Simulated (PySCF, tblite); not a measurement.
# C7H15B: geometry, infrared bands, NMR shifts, electronic excitations and core binding energies

What infrared bands, NMR shifts, electronic excitations and core binding energies should C7H15B (`BC(C)(C)CCC=C`) show?

Programs: tblite 0.8.0 and PySCF 2.14.0, with density-fitted response routines of our own. Each step states its level of theory. These are calculated values for one molecule in the gas phase, unless marked as measured. Atoms are numbered from 0 throughout.

## Step 1: The starting structure

23 atoms, charge 0, multiplicity 1; geometry from: force field or distance geometry start.

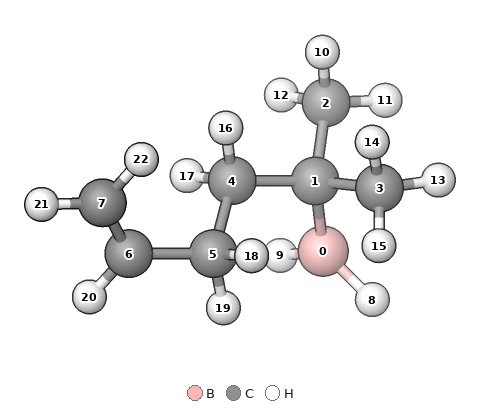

The starting geometry (boron pink, carbon grey, hydrogen white), atoms numbered.

## Step 2: Relaxing the molecule with GFN2-xTB

The job: settings as JSON, then the geometry in Å.

```
{"job": {"kind": "relax", "xc": "GFN2-xTB", "basis": "xTB"}, "charge": 0, "multiplicity": 1}
B     -1.696900     1.011800    -1.119900
C     -1.208700     0.051700     0.059700
C     -2.144100    -1.169700     0.129300
C     -1.279900     0.804300     1.407500
C      0.238600    -0.464600    -0.204400
C      1.318700     0.633800    -0.233300
C      2.651900     0.079600    -0.669800
C      3.365000    -0.741700     0.118000
H     -2.022500     2.127300    -0.897600
H     -1.740300     0.615800    -2.226900
H     -1.861800    -1.854500     0.947400
H     -3.206600    -0.848100     0.309000
H     -2.128900    -1.738100    -0.816700
H     -2.328300     1.047600     1.666300
H     -0.871400     0.175800     2.236400
H     -0.710000     1.749900     1.396400
H      0.515600    -1.207900     0.567900
H      0.252600    -1.000000    -1.190700
H      1.438600     1.090900     0.782700
H      1.043400     1.440000    -0.935000
H      3.055500     0.380900    -1.623300
H      4.318700    -1.118500    -0.222100
H      2.996100    -1.039400     1.102300
```

Run with:

```console
$ OMP_NUM_THREADS=1 python probes_run.py task.json out
```

The driver reads the jobs from task.json and runs them one after another.

**Question.** This job is followed by: GFN2-xTB harmonic vibrations, gas phase; PBE0-D3(BJ)/def2-SVP geometry optimisation, gas phase; GIAO PBE0/pcSseg-1 NMR shielding, non-relativistic, gas phase; TDDFT wB97X-D/def2-SVPD, vertical, gas phase, core orbitals frozen in the response; GIAO wB97X-D/pcSseg-1 NMR shielding, non-relativistic, gas phase; delta-SCF UKS SCAN, pcX-2 on the ionised atom, pcseg-1 elsewhere, spin-free X2C. Predict these results of the whole session: strongest single infrared mode (GFN2-xTB); zero-point energy (GFN2-xTB); point group; rotational constants (main isotopes); 13C shifts against TMS (PBE0/pcSseg-1, means over atoms taken as alike); 1H shifts against TMS (PBE0/pcSseg-1, means over atoms taken as alike); 11B shifts against BF3·OEt2 (PBE0/pcSseg-1); surface potential, least and greatest; lowest singlet (wB97X-D/def2-SVPD); brightest single state of those computed; lowest triplet; vertical ionisation energy (ΔSCF); C1s binding energies, SCAN/pcX-2; range of the shift of B0.

The runs gave:

```
                                                               quantity                                                                value
                              strongest single infrared mode (GFN2-xTB)                                                2679 cm⁻¹, 135 km/mol
                                           zero-point energy (GFN2-xTB)                                                       125.8 kcal/mol
                                                            point group                                                                   C1
                                   rotational constants (main isotopes)                                                 4.06, 0.94, 0.91 GHz
13C shifts against TMS (PBE0/pcSseg-1, means over atoms taken as alike)                             149.3, 121.9, 47.0, 39.0, 37.5, 20.3 ppm
 1H shifts against TMS (PBE0/pcSseg-1, means over atoms taken as alike)                         7.15, 6.09, 5.33, 5.21, 1.94, 1.35, 0.91 ppm
                            11B shifts against BF3·OEt2 (PBE0/pcSseg-1)                                                             85.0 ppm
                                  surface potential, least and greatest                                                   -0.70 V and 1.01 V
                                     lowest singlet (wB97X-D/def2-SVPD)                                          5.53 eV (224 nm), f = 0.010
                               brightest single state of those computed                                          state 7, 7.62 eV, f = 0.198
                                                         lowest triplet                                                              4.49 eV
                                      vertical ionisation energy (ΔSCF)                                                              9.51 eV
                                       C1s binding energies, SCAN/pcX-2  C2 290.64, C5 290.52, C6 290.40, C4 290.24, C1 290.06, C7 290.00 eV
                                               range of the shift of B0                                                     80.6 to 85.0 ppm
```

What this shows: Relaxing lowered the energy by 0.229 eV in 117 steps; the close pair that moved most is C2–H11, from 1.125 to 1.088 Å (GFN2-xTB). All 63 modes are real, so the xTB geometry is a minimum. The strongest single mode, at 2679 cm⁻¹, moves mainly H8 and H9. GFN2-xTB is a fitted tight-binding method: band positions and strengths are rough. Its intensities can rank the bands wrongly. The optimisation took 6 steps and gained 0.220 eV; among the close pairs (by a distance rule), B0–H9 changed most, from 1.154 to 1.213 Å (PBE0/def2-SVP). The most deshielded carbon is C6 (alkene CH), at 149.3 ppm: as expected for a trigonal carbon in a double bond. At PBE0/pcSseg-1: The largest span, 241 ppm, is at C6, where the paramagnetic term is -220 ppm. By nearest atom (PBE0/pcSseg-1), the HOMO sits on C6, C7 about 35 % each and the LUMO on B0 47 %; H8, H9 about 13 % each. The first singlet state (HOMO−1→LUMO 0.93) lies at 5.53 eV and is weak; of the 10 states computed, the strongest absorption comes from state 7 at 7.62 eV. The lowest triplet lies 1.04 eV below the lowest singlet (triplets in Tamm-Dancoff, singlets in full TDDFT). ΔSCF puts the ionisation energy at 9.51 eV, 0.25 eV above −ε(HOMO). The C1s levels kept as sound span 0.64 eV, from C7 (terminal =CH2 carbon) up to C2 (methyl carbon). In ppm, B0 moves most: its shift spreads over 4.3 ppm, from 80.6 (wB97X-D/pcSseg-1) to 85.0 (PBE0/pcSseg-1).
